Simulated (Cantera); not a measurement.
Input: 1 mol Si(CH₃)₄, 0.02 mol C₃H₈, 32 mol H₂, equilibrated at 13.3 mbar.

These are equilibrium values from Cantera (NASA tables, ideal gas, pure condensed phases), not measurements of a reactor. Candidate condensed phases: C, C₆H₆, C₇H₈, C₈H₁₈, Si, SiC; 87 gas species. Gases not in the tables: Si₂H₆ and higher silanes. Rates play no part.

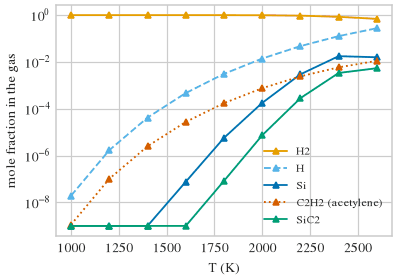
Figure. Equilibrium gas composition (values under 1e-9 drawn at 1e-9)

From 1000 K to 2200 K the condensed part is C(graphite) + SiC(s). From 2400 K to 2600 K the condensed part is C(graphite).
